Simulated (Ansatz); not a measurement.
# Cl3H4NSi (built from SMILES Cl.N[SiH](Cl)Cl): molecular dynamics

Aim: follow the atoms for 30 steps of 1.0 fs at constant energy, with velocities drawn for 300 K, and see to which side of the barrier the system falls.

Computed with Ansatz 0.2.0, Gaussian basis. Level: PBE-D4/def2-SVP.

## Step 1: Starting geometry

The start, a first-order saddle point found at PBE0-D4 in triple zeta: 9 atoms, charge 0, spin multiplicity 1.

Atoms are counted from 1 here; the program's logs count them from 0.

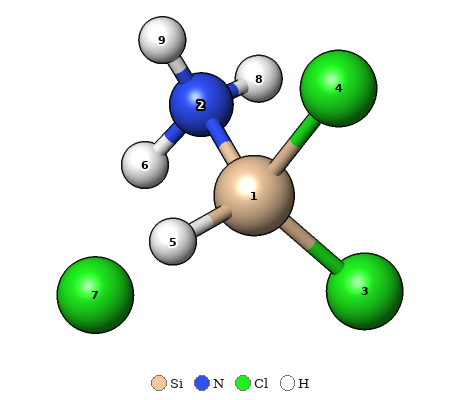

Start geometry, drawn with silicon light orange, nitrogen blue, chlorine green, hydrogen white; atoms are numbered from 1 in the order of the file.

Geometry (Å):

```mol
Cl3H4NSi
  3D, bonds by distance, orders not assigned

  9  7  0  0  0  0  0  0  0  0999 V2000
   -0.8227   -0.3369    0.0170 Si  0  0
    0.9397    0.0376    0.3171 N   0  0
   -1.0019   -1.1403   -1.8226 Cl  0  0
   -1.1035   -1.8910    1.3503 Cl  0  0
   -1.7424    0.7102    0.4445 H   0  0
    0.9587    0.9961   -0.2866 H   0  0
    0.0488    2.1112   -1.2570 Cl  0  0
    1.5623   -0.6719   -0.0608 H   0  0
    1.1610    0.1850    1.2982 H   0  0
  1  2  8  0
  1  3  8  0
  1  4  8  0
  1  5  8  0
  2  6  8  0
  2  8  8  0
  2  9  8  0
M  END
```

## Step 2: Dynamics

The input, md/in.yaml:

```yaml
crystal:
  periodic: [false, false, false]
  atoms:
    - {symbol: Si, position_ang: [-0.822685, -0.336874, 0.017017]}
    - {symbol: N, position_ang: [0.939691, 0.037586, 0.317141]}
    - {symbol: Cl, position_ang: [-1.001946, -1.140303, -1.822615]}
    - {symbol: Cl, position_ang: [-1.103451, -1.891044, 1.350262]}
    - {symbol: H, position_ang: [-1.742361, 0.710172, 0.444477]}
    - {symbol: H, position_ang: [0.958728, 0.996088, -0.286615]}
    - {symbol: Cl, position_ang: [0.048753, 2.111203, -1.256969]}
    - {symbol: H, position_ang: [1.562264, -0.671941, -0.060786]}
    - {symbol: H, position_ang: [1.161007, 0.185013, 1.298188]}
basis:
  gaussian: {orbitals: def2-SVP}
hamiltonian: {xc: pbe, dispersion: d4}
md: {n_steps: 30, timestep: 1.0, temperature: 300, ensemble: nve, seed: 495, initial_velocities: maxwell_boltzmann}
```

Run with:

```sh
ansatz run in.yaml --threads 8 --pin off --events-out ev --progress --plain --max-ram 19148MiB
```

Log:

```text
Functional definition: PBE
  name "PBE"
  cite "Perdew, Burke & Ernzerhof, Phys. Rev. Lett. 77, 3865 (1996) doi:10.1103/PhysRevLett.77.3865"
  parent pbe
  parameter kappa = 0.804
  parameter beta = 0.06672455060314922
  exchange = pbe_x(kappa = kappa, mu = beta*pi^2/3)
  correlation = pbe_c(beta = beta)
1185 factors; their error is unknown
mean field evaluation 1: about -46961.9626 eV, gradient 5.2e1 eV
mean field evaluation 2: about -46953.6496 eV, gradient 7.8e1 eV
mean field evaluation 4: about -46967.3037 eV, gradient 3.7e0 eV
mean field evaluation 8: about -46967.3451 eV, gradient 7.5e-2 eV
mean field evaluation 16: about -46967.2633 eV, gradient 6.2e-5 eV
mean field -46967.26334730 eV, -1726.0150924586 hartree, gradient 6.2e-5 eV, S^2 0.000000; 0 other end points of the search recorded, 0 dependent functions left out
the calculation of the forces begins
reference -46967.26337738 eV, -1726.0150935642 hartree; 38, 38 occupied and 68, 68 virtual orbitals, 1185 factors
md step     0: t =     0.00 fs  T =   300.0 K  F+E_penalty+E_count = -46967.55964149 eV  E_kin = 0.271446 eV  conserved = -46967.28819549 eV  (26 SCF iters)
these checks for a lower state are left out or cut short: starts, cluster_reference, orbital_swaps, neighbouring_geometries, increment
1185 factors; their error is unknown
mean field -46967.24156575 eV, -1726.0142920017 hartree, gradient 2.4e-5 eV, S^2 0.000000; 0 other end points of the search recorded, 0 dependent functions left out
the calculation of the forces begins
reference -46967.24159589 eV, -1726.0142931091 hartree; 38, 38 occupied and 68, 68 virtual orbitals, 1185 factors
md step     1: t =     1.00 fs  T =   275.6 K  F+E_penalty+E_count = -46967.53775273 eV  E_kin = 0.249401 eV  conserved = -46967.28835126 eV  (28 SCF iters, 3 dispersion substeps)
these checks for a lower state are left out or cut short: starts, cluster_reference, orbital_swaps, neighbouring_geometries, increment
1185 factors; their error is unknown
mean field -46967.21118250 eV, -1726.0131754377 hartree, gradient 2.4e-5 eV, S^2 0.000000; 0 other end points of the search recorded, 0 dependent functions left out
the calculation of the forces begins
reference -46967.21121272 eV, -1726.0131765482 hartree; 38, 38 occupied and 68, 68 virtual orbitals, 1185 factors
md step     2: t =     2.00 fs  T =   242.7 K  F+E_penalty+E_count = -46967.50717382 eV  E_kin = 0.219587 eV  conserved = -46967.28758664 eV  (28 SCF iters, 3 dispersion substeps)
[... from here on, the SCF cycles and remarks between the steps are left out ...]
md step     3: t =     3.00 fs  T =   213.6 K  F+E_penalty+E_count = -46967.47988381 eV  E_kin = 0.193266 eV  conserved = -46967.28661756 eV  (28 SCF iters, 3 dispersion substeps)
md step     4: t =     4.00 fs  T =   203.6 K  F+E_penalty+E_count = -46967.47076208 eV  E_kin = 0.184262 eV  conserved = -46967.28650022 eV  (29 SCF iters, 3 dispersion substeps)
md step     5: t =     5.00 fs  T =   215.2 K  F+E_penalty+E_count = -46967.48197066 eV  E_kin = 0.194756 eV  conserved = -46967.28721449 eV  (27 SCF iters, 3 dispersion substeps)
md step     6: t =     6.00 fs  T =   236.3 K  F+E_penalty+E_count = -46967.50187929 eV  E_kin = 0.213815 eV  conserved = -46967.28806476 eV  (28 SCF iters, 3 dispersion substeps)
md step     7: t =     7.00 fs  T =   251.7 K  F+E_penalty+E_count = -46967.51597435 eV  E_kin = 0.227779 eV  conserved = -46967.28819580 eV  (28 SCF iters, 3 dispersion substeps)
md step     8: t =     8.00 fs  T =   257.8 K  F+E_penalty+E_count = -46967.52069014 eV  E_kin = 0.233305 eV  conserved = -46967.28738515 eV  (28 SCF iters, 3 dispersion substeps)
md step     9: t =     9.00 fs  T =   264.9 K  F+E_penalty+E_count = -46967.52651795 eV  E_kin = 0.239714 eV  conserved = -46967.28680428 eV  (28 SCF iters, 3 dispersion substeps)
md step    10: t =    10.00 fs  T =   280.2 K  F+E_penalty+E_count = -46967.54111733 eV  E_kin = 0.253513 eV  conserved = -46967.28760394 eV  (28 SCF iters, 3 dispersion substeps)
md step    11: t =    11.00 fs  T =   292.5 K  F+E_penalty+E_count = -46967.55360196 eV  E_kin = 0.264638 eV  conserved = -46967.28896383 eV  (28 SCF iters, 3 dispersion substeps)
md step    12: t =    12.00 fs  T =   284.0 K  F+E_penalty+E_count = -46967.54623253 eV  E_kin = 0.256924 eV  conserved = -46967.28930832 eV  (29 SCF iters, 3 dispersion substeps)
md step    13: t =    13.00 fs  T =   252.8 K  F+E_penalty+E_count = -46967.51702247 eV  E_kin = 0.228743 eV  conserved = -46967.28827969 eV  (29 SCF iters, 3 dispersion substeps)
md step    14: t =    14.00 fs  T =   219.3 K  F+E_penalty+E_count = -46967.48500193 eV  E_kin = 0.198437 eV  conserved = -46967.28656535 eV  (28 SCF iters, 3 dispersion substeps)
md step    15: t =    15.00 fs  T =   212.1 K  F+E_penalty+E_count = -46967.47764674 eV  E_kin = 0.191912 eV  conserved = -46967.28573471 eV  (27 SCF iters, 3 dispersion substeps)
md step    16: t =    16.00 fs  T =   242.8 K  F+E_penalty+E_count = -46967.50670894 eV  E_kin = 0.219697 eV  conserved = -46967.28701160 eV  (27 SCF iters, 3 dispersion substeps)
md step    17: t =    17.00 fs  T =   292.5 K  F+E_penalty+E_count = -46967.55343610 eV  E_kin = 0.264620 eV  conserved = -46967.28881589 eV  (28 SCF iters, 3 dispersion substeps)
md step    18: t =    18.00 fs  T =   333.6 K  F+E_penalty+E_count = -46967.59101341 eV  E_kin = 0.301874 eV  conserved = -46967.28913909 eV  (29 SCF iters, 3 dispersion substeps)
md step    19: t =    19.00 fs  T =   356.7 K  F+E_penalty+E_count = -46967.61155628 eV  E_kin = 0.322746 eV  conserved = -46967.28881047 eV  (29 SCF iters, 3 dispersion substeps)
md step    20: t =    20.00 fs  T =   362.5 K  F+E_penalty+E_count = -46967.61688341 eV  E_kin = 0.327975 eV  conserved = -46967.28890866 eV  (29 SCF iters, 3 dispersion substeps)
md step    21: t =    21.00 fs  T =   349.5 K  F+E_penalty+E_count = -46967.60491932 eV  E_kin = 0.316253 eV  conserved = -46967.28866667 eV  (29 SCF iters, 3 dispersion substeps)
md step    22: t =    22.00 fs  T =   322.2 K  F+E_penalty+E_count = -46967.57921366 eV  E_kin = 0.291533 eV  conserved = -46967.28768024 eV  (29 SCF iters, 3 dispersion substeps)
md step    23: t =    23.00 fs  T =   295.5 K  F+E_penalty+E_count = -46967.55425662 eV  E_kin = 0.267412 eV  conserved = -46967.28684442 eV  (27 SCF iters, 3 dispersion substeps)
md step    24: t =    24.00 fs  T =   282.6 K  F+E_penalty+E_count = -46967.54265344 eV  E_kin = 0.255732 eV  conserved = -46967.28692129 eV  (28 SCF iters, 3 dispersion substeps)
md step    25: t =    25.00 fs  T =   282.6 K  F+E_penalty+E_count = -46967.54338436 eV  E_kin = 0.255722 eV  conserved = -46967.28766286 eV  (28 SCF iters, 3 dispersion substeps)
md step    26: t =    26.00 fs  T =   284.4 K  F+E_penalty+E_count = -46967.54535688 eV  E_kin = 0.257288 eV  conserved = -46967.28806882 eV  (28 SCF iters, 3 dispersion substeps)
md step    27: t =    27.00 fs  T =   281.9 K  F+E_penalty+E_count = -46967.54255195 eV  E_kin = 0.255094 eV  conserved = -46967.28745811 eV  (27 SCF iters, 3 dispersion substeps)
md step    28: t =    28.00 fs  T =   284.0 K  F+E_penalty+E_count = -46967.54363670 eV  E_kin = 0.256968 eV  conserved = -46967.28666867 eV  (28 SCF iters, 3 dispersion substeps)
md step    29: t =    29.00 fs  T =   300.7 K  F+E_penalty+E_count = -46967.55936835 eV  E_kin = 0.272117 eV  conserved = -46967.28725171 eV  (29 SCF iters, 3 dispersion substeps)
these checks for a lower state are left out or cut short: starts, cluster_reference, orbital_swaps, neighbouring_geometries, increment
1185 factors; their error is unknown
mean field -46967.28953526 eV, -1726.0160548485 hartree, gradient 1.6e-5 eV, S^2 0.000000; 0 other end points of the search recorded, 0 dependent functions left out
the calculation of the forces begins
reference -46967.28956700 eV, -1726.0160560149 hartree; 38, 38 occupied and 68, 68 virtual orbitals, 1185 factors
1185 factors; their error is unknown
mean field evaluation 256: about -46967.3677 eV, gradient 1.1e-1 eV
mean field -46967.28953526 eV, -1726.0160548485 hartree, gradient 1.6e-5 eV, S^2 0.000000; 1 other end points of the search recorded, 0 dependent functions left out
the calculation of the forces begins
reference -46967.28956700 eV, -1726.0160560149 hartree; 38, 38 occupied and 68, 68 virtual orbitals, 1185 factors
md step    30: t =    30.00 fs  T =   323.0 K  F+E_penalty+E_count = -46967.58116950 eV  E_kin = 0.292258 eV  conserved = -46967.28891107 eV  (29 SCF iters, 3 dispersion substeps)
Total energy: -46967.58120124 eV, -1726.0267733756 hartree
Atom 0 at    -0.727744    -0.352301     0.116496 Å, force     0.078533    -0.946891    -1.122117 eV/Å
Atom 1 at     1.043172     0.053604     0.288462 Å, force    -0.820017    -0.710842     0.498278 eV/Å
Atom 2 at    -1.003611    -1.117126    -1.837297 Å, force     0.177326     0.291340     0.823016 eV/Å
Atom 3 at    -1.190294    -1.963962     1.360242 Å, force     0.101960     0.202494     0.093759 eV/Å
Atom 4 at    -1.589697     0.807874     0.381884 Å, force    -0.138314     0.028172     0.319404 eV/Å
Atom 5 at     0.841017     1.181447    -0.697978 Å, force     0.019471     0.406031    -0.362545 eV/Å
Atom 6 at     0.019759     2.152556    -1.317345 Å, force     0.373136     0.242680    -0.123391 eV/Å
Atom 7 at     1.610652    -0.796804     0.437279 Å, force     0.088621    -0.056656    -0.481749 eV/Å
Atom 8 at     1.126805     0.529075     1.189612 Å, force     0.119284     0.543672     0.355344 eV/Å
Dipole moment:     0.400964    -0.229800     0.648409 e Å
```

It took 25 s on 8 threads of Arm Neoverse V1, shared host.

## Step 3: Frames and traces

Step by step:

```csv
time (fs),T (K),potential (meV),potential + kinetic (meV),Si1–Cl7 (Å),N2–H6 (Å),Si1–N2 (Å),H6–Cl7 (Å)
0.00,300,0.0,0.0,2.894,1.133,1.827,1.736
1.00,276,21.9,-0.2,2.893,1.109,1.817,1.747
2.00,243,52.5,0.6,2.891,1.096,1.807,1.750
3.00,214,79.8,1.6,2.890,1.097,1.799,1.742
4.00,204,88.9,1.7,2.888,1.113,1.793,1.724
5.00,215,77.7,1.0,2.887,1.141,1.789,1.697
6.00,236,57.8,0.1,2.885,1.178,1.786,1.663
7.00,252,43.7,0.0,2.884,1.221,1.786,1.625
8.00,258,39.0,0.8,2.883,1.267,1.786,1.582
9.00,265,33.1,1.4,2.882,1.316,1.788,1.536
10.00,280,18.5,0.6,2.881,1.366,1.790,1.488
11.00,292,6.0,-0.8,2.881,1.417,1.792,1.438
12.00,284,13.4,-1.1,2.882,1.468,1.795,1.388
13.00,253,42.6,-0.1,2.883,1.515,1.797,1.344
14.00,219,74.6,1.6,2.884,1.554,1.800,1.310
15.00,212,82.0,2.5,2.887,1.581,1.803,1.292
16.00,243,52.9,1.2,2.891,1.592,1.806,1.294
17.00,292,6.2,-0.6,2.895,1.589,1.808,1.315
18.00,334,-31.4,-0.9,2.900,1.575,1.810,1.349
19.00,357,-51.9,-0.6,2.906,1.555,1.811,1.390
20.00,362,-57.2,-0.7,2.912,1.534,1.811,1.432
21.00,350,-45.3,-0.5,2.919,1.514,1.811,1.469
22.00,322,-19.6,0.5,2.925,1.496,1.811,1.498
23.00,296,5.4,1.3,2.932,1.480,1.812,1.519
24.00,283,17.0,1.3,2.939,1.468,1.813,1.531
25.00,283,16.3,0.5,2.945,1.460,1.815,1.533
26.00,284,14.3,0.1,2.952,1.457,1.817,1.526
27.00,282,17.1,0.7,2.959,1.459,1.820,1.510
28.00,284,16.0,1.5,2.967,1.469,1.822,1.485
29.00,301,0.3,0.9,2.974,1.486,1.824,1.453
30.00,323,-21.5,-0.7,2.981,1.512,1.825,1.415
```

Energies count from the start.

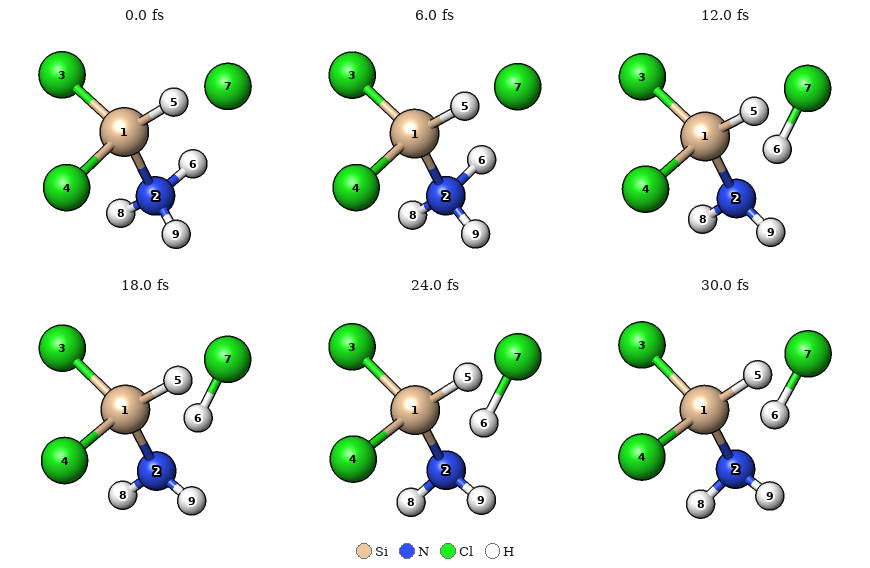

Six frames.

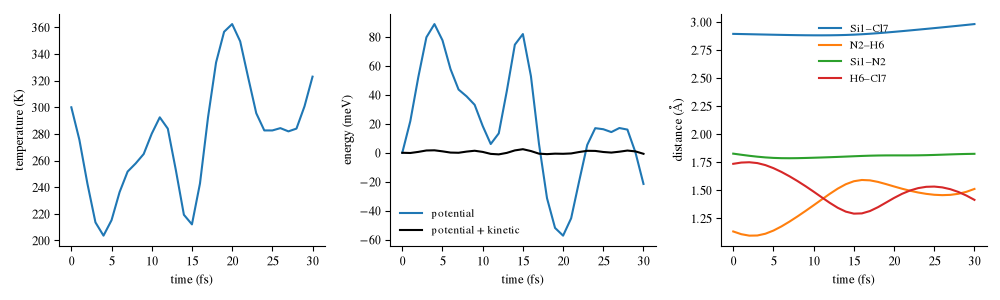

Temperature, energies and the distances followed.

Positions (Å) and forces (eV/Å) at 12.00 fs:

```xyz
9

Si   -0.780   -0.332    0.039    0.410   -0.703    0.905
N     0.950    0.053    0.320    0.696   -0.363   -0.550
Cl   -1.004   -1.133   -1.828    0.023    0.072   -0.217
Cl   -1.137   -1.913    1.350   -0.114   -0.329    0.120
H    -1.682    0.676    0.574   -0.322    0.522   -0.132
H     0.854    1.184   -0.610    0.208   -0.276    0.259
Cl    0.043    2.103   -1.263   -0.372    1.143   -0.822
H     1.632   -0.656   -0.015   -0.319    0.235    0.390
H     1.272    0.511    1.184   -0.210   -0.302    0.047
```

Positions (Å) and forces (eV/Å) at 30.00 fs:

```xyz
9

Si   -0.728   -0.352    0.116    0.079   -0.947   -1.122
N     1.043    0.054    0.288   -0.820   -0.711    0.498
Cl   -1.004   -1.117   -1.837    0.177    0.291    0.823
Cl   -1.190   -1.964    1.360    0.102    0.202    0.094
H    -1.590    0.808    0.382   -0.138    0.028    0.319
H     0.841    1.181   -0.698    0.019    0.406   -0.363
Cl    0.020    2.153   -1.317    0.373    0.243   -0.123
H     1.611   -0.797    0.437    0.089   -0.057   -0.482
H     1.127    0.529    1.190    0.119    0.544    0.355
```

## Step 4: What came out

| quantity | value |
| --- | --- |
| length | 30 steps, 30.0 fs |
| temperature at the start | 300 K |
| mean temperature, second half | 300 K |
| lowest and highest potential energy, from the first frame | -57 and 89 meV |
| largest change of potential + kinetic | 2.5 meV |
| bonds lost by distance | N2–H6 |

**Reading.** By the last frame it has moved back towards the start side of the step. With no thermostat the total energy should stay fixed; it holds within 2.5 meV, small beside the kinetic energy, so the time step serves. With 9 atoms the instant temperature spans 204 to 362 K.
